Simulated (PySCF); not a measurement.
# C6H11BN2Si: NMR shielding calculation

The run: NMR shielding calculation of C6H11BN2Si, SMILES N[SiH2]NBc1ccccc1. Method and program: GIAO PBE0/pcSseg-1 NMR shielding, non-relativistic, gas phase (PySCF 2.14.0).

The geometry comes from this level: GFN2-xTB. It belongs to a series of runs on one base structure; here: H on B replaced by Ph. Figures and captions count atoms from 1; the log counts them from 0 in places.

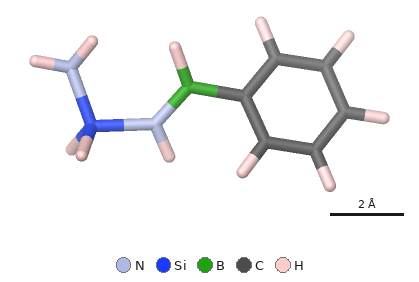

**Figure 1.** The structure as given in the input (stick view, seen at a tilt).

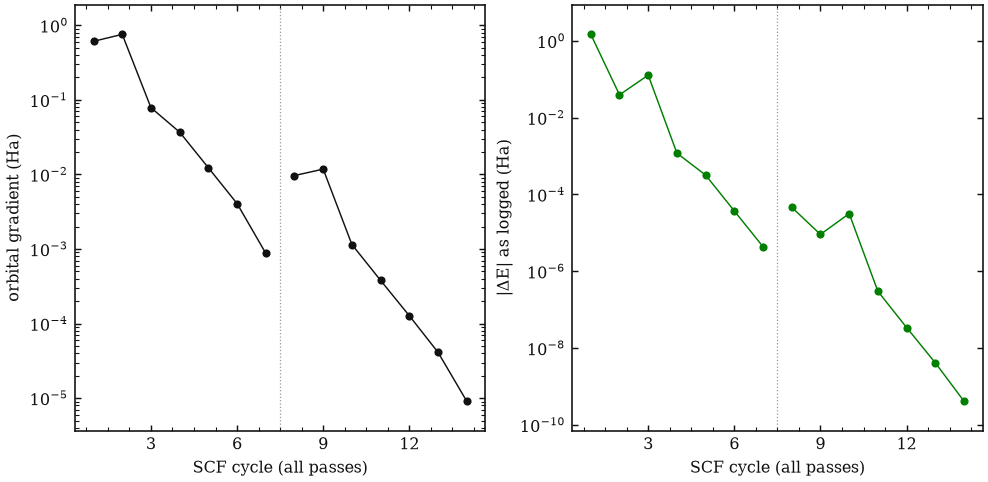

**Figure 2.** Convergence of the self-consistent field: orbital gradient and size of the energy change against the SCF cycle. The dotted line marks the change from a coarse to the final integration grid. The first 7 cycles use a coarse grid, the final grid takes over at cycle 8, and the field converges after 14 cycles in all.

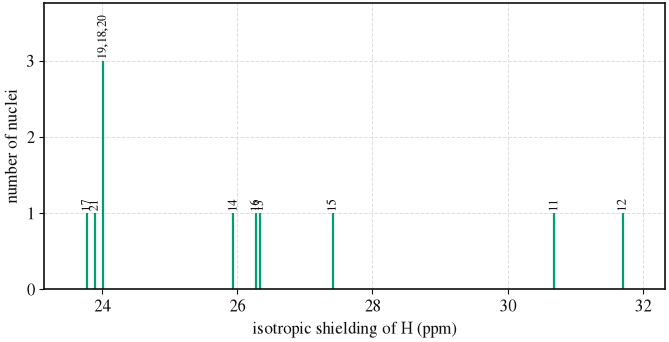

**Figure 3.** Isotropic shieldings of the hydrogen nuclei in this fixed geometry, labelled by atom number; shielding grows to the right, so chemical shift grows to the left. The least shielded is H17 (23.8 ppm), the most shielded H12 (31.7 ppm).

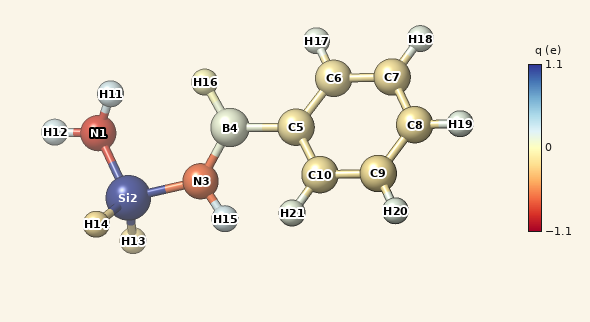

**Figure 4.** IAO charges, as the colour of each atom (ball-and-stick view, seen at a tilt; atoms are numbered from 1 in the order of the input). By element: N −0.85 to −0.64, Si +1.05, B +0.11, C −0.15 to −0.13 and H −0.18 to +0.27 e.

The input that produced these results follows, with the program's output.

## Input file
```
{"job": {"kind": "nmr", "xc": "PBE0", "basis": "pcSseg-1"}, "charge": 0, "multiplicity": 1}
N      3.935312     0.445333     0.785292
Si     3.235270    -0.989457     0.158892
N      1.511547    -0.737807     0.059965
B      0.717380     0.405836     0.109986
C     -0.841502     0.311346    -0.044131
C     -1.672081     1.278193     0.527881
C     -3.048592     1.215674     0.412237
C     -3.637867     0.182801    -0.297699
C     -2.838977    -0.783418    -0.885308
C     -1.464034    -0.718294    -0.753497
H      3.498267     1.324876     0.564081
H      4.936304     0.542527     0.805760
H      3.491146    -2.055446     1.131525
H      3.676887    -1.383902    -1.192351
H      1.009785    -1.605587    -0.066817
H      1.229048     1.449989     0.272893
H     -1.221526     2.091127     1.080474
H     -3.665373     1.976347     0.870510
H     -4.712784     0.133101    -0.397391
H     -3.290333    -1.589077    -1.447803
H     -0.856798    -1.477220    -1.230862
```

The first line tells a small driver script what to run in PySCF; the rest is the geometry in Å.

Launched with:
```bash
OMP_NUM_THREADS=1 python <driver script> task.json out
```

## What the program printed
```
coarse grid: 18176 points
cycle   1  E = -658.4335477860  dE =  1.474e+00  |g| = 6.100e-01  |ddm| = 4.345e+00
cycle   2  E = -658.3942898395  dE =  3.926e-02  |g| = 7.560e-01  |ddm| = 1.331e+00
cycle   3  E = -658.5221340495  dE = -1.278e-01  |g| = 7.862e-02  |ddm| = 7.204e-01
cycle   4  E = -658.5233223798  dE = -1.188e-03  |g| = 3.692e-02  |ddm| = 9.652e-02
cycle   5  E = -658.5236411440  dE = -3.188e-04  |g| = 1.230e-02  |ddm| = 4.360e-02
cycle   6  E = -658.5236781723  dE = -3.703e-05  |g| = 4.069e-03  |ddm| = 1.567e-02
cycle   7  E = -658.5236825197  dE = -4.347e-06  |g| = 8.762e-04  |ddm| = 4.626e-03
final grid: 171464 points
cycle   8  E = -658.5752008293  dE = -4.622e-05  |g| = 9.665e-03  |ddm| = 4.328e-02
cycle   9  E = -658.5751917477  dE =  9.082e-06  |g| = 1.178e-02  |ddm| = 2.042e-02
cycle  10  E = -658.5752234267  dE = -3.168e-05  |g| = 1.149e-03  |ddm| = 1.071e-02
cycle  11  E = -658.5752237267  dE = -3.001e-07  |g| = 3.790e-04  |ddm| = 1.349e-03
cycle  12  E = -658.5752237609  dE = -3.420e-08  |g| = 1.273e-04  |ddm| = 4.479e-04
cycle  13  E = -658.5752237650  dE = -4.122e-09  |g| = 4.115e-05  |ddm| = 1.676e-04
cycle  14  E = -658.5752237655  dE = -4.122e-10  |g| = 9.099e-06  |ddm| = 4.369e-05
converged SCF energy = -658.5752237655

GIAO shielding tensors (ppm)
atom      isotropic    diamagn.    paramagn.     s11        s22        s33       span
  0 N      265.245     316.639     -51.395    229.660    257.638    308.437     78.777
  1 Si     381.422     879.254    -497.832    356.946    366.532    420.788     63.842
  2 N      151.973     326.192    -174.219     60.874    162.305    232.741    171.867
  3 B       60.937     197.396    -136.459     24.780     43.672    114.361     89.581
  4 C       40.473     257.400    -216.928    -50.882    -21.369    193.670    244.552
  5 C       43.848     252.646    -208.798    -69.581     29.223    171.901    241.482
  6 C       53.553     253.782    -200.229    -58.726     41.799    177.585    236.312
  7 C       50.827     254.933    -204.106    -61.266     35.932    177.816    239.082
  8 C       53.978     253.259    -199.281    -58.409     42.853    177.490    235.899
  9 C       51.682     255.735    -204.053    -61.781     39.645    177.183    238.963
 10 H       30.685      33.307      -2.622     21.867     28.694     41.494     19.627
 11 H       31.698      26.313       5.385     24.067     26.816     44.210     20.143
 12 H       26.333      28.119      -1.786     22.863     24.508     31.628      8.764
 13 H       25.945      28.402      -2.457     22.245     24.391     31.200      8.955
 14 H       27.410      36.339      -8.929     20.599     28.610     33.022     12.423
 15 H       26.277      35.401      -9.125     23.300     25.021     30.509      7.209
 16 H       23.780      33.565      -9.785     20.089     22.992     28.259      8.170
 17 H       24.008      29.589      -5.580     20.627     24.372     27.026      6.399
 18 H       23.999      28.477      -4.478     20.759     24.360     26.877      6.118
 19 H       24.034      30.436      -6.402     20.478     24.293     27.331      6.852
 20 H       23.892      35.252     -11.360     19.764     22.531     29.383      9.619
```

## Key numbers

```tsv
quantity	value
outcome	converged
total energy	−658.575224 hartree
HOMO	−7.14 eV
LUMO	−0.88 eV
dipole moment	0.95 D
isotropic shielding, N	152.0 to 265.2 ppm
isotropic shielding, Si	381.4 ppm
isotropic shielding, B	60.9 ppm
isotropic shielding, C	40.5 to 54.0 ppm
isotropic shielding, H	23.8 to 31.7 ppm
hardware	1 CPU thread, shared host
wall time	55 s
peak memory	1.1 GiB
```
